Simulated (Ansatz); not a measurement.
Fields on a plane of NbSi2 (space group P6_422)

```
NbSi2
1.0
    4.79289     0.00000     0.00000
   -2.39644     4.15076     0.00000
    0.00000     0.00000     6.58539
Nb Si
3 6
Direct
  0.50000   0.50000   0.66667
  0.00000   0.50000   0.33333
  0.50000   0.00000   0.00000
  0.68294   0.84147   0.33333
  0.84147   0.68294   0.00000
  0.15853   0.84147   0.66667
  0.31706   0.15853   0.33333
  0.15853   0.31706   0.00000
  0.84147   0.15853   0.66667
```

The slice is a (0001) plane (indices of the conventional cell) through the point (0.159, 0.842, 0.667) (fractional), spanned by u = [110] and v = [1 -1 0] in vectors of this cell: u (4.79 Å) and v (8.30 Å, at 90° to u). It covers one period; positions are fractions (u, v).

Atoms on it: Nb at (0.00, 0.34); Nb at (0.50, 0.84); Si at (0.00, 0.00); Si at (0.50, 0.50); Si at (0.00, 0.68); Si at (0.50, 0.18).

Computed with r2SCAN (plane waves to 500 eV, PAW, scalar-relativistic; Ansatz, a program for electronic structure). k mesh 11×11×7. Near the nuclei the fields are pseudised (PAW); where an atom keeps semicore shells as valence, they peak there. NbSi2 is run without spin polarisation. NbSi2 was relaxed with its symmetry unable to fall.

| v \ u | 0.00 | 0.14 | 0.29 | 0.43 | 0.57 | 0.71 | 0.86 |
|---|---|---|---|---|---|---|---|
| 0.92 | 0.51 | 0.74 | 0.20 | 0.72 | 0.72 | 0.20 | 0.74 |
| 0.83 | 0.66 | 0.57 | 0.23 | x | x | 0.23 | 0.57 |
| 0.75 | 0.34 | 0.74 | 0.24 | 0.56 | 0.56 | 0.24 | 0.74 |
| 0.67 | x | 0.50 | 0.48 | 0.40 | 0.40 | 0.48 | 0.50 |
| 0.58 | 0.72 | 0.61 | 0.50 | 0.62 | 0.62 | 0.50 | 0.61 |
| 0.50 | 0.24 | 0.29 | 0.67 | x | x | 0.67 | 0.29 |
| 0.42 | 0.77 | 0.38 | 0.57 | 0.64 | 0.64 | 0.57 | 0.38 |
| 0.33 | x | 0.72 | 0.29 | 0.65 | 0.65 | 0.29 | 0.72 |
| 0.25 | 0.67 | 0.24 | 0.64 | 0.52 | 0.52 | 0.64 | 0.24 |
| 0.17 | 0.41 | 0.38 | 0.64 | x | x | 0.64 | 0.38 |
| 0.08 | 0.60 | 0.62 | 0.48 | 0.70 | 0.70 | 0.48 | 0.62 |
| 0.00 | x | 0.53 | 0.47 | 0.24 | 0.24 | 0.47 | 0.53 |

Values: electron localisation function (ELF). Points within 0.5 Å of a nucleus are blanked (x), as the pseudised field means little there.

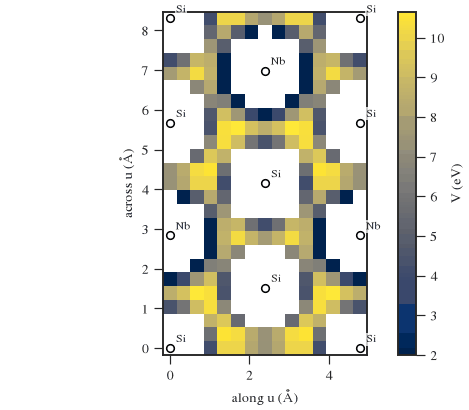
Fig. 1. Electrostatic potential energy of an electron, from the cell's mean, in eV, one period of the plane, atoms marked. Points within 1 Å of a nucleus are left white, as the pseudised field means little there. Values under 2 eV are set to 2. The zero, the cell's mean, hangs on the PAW cores.
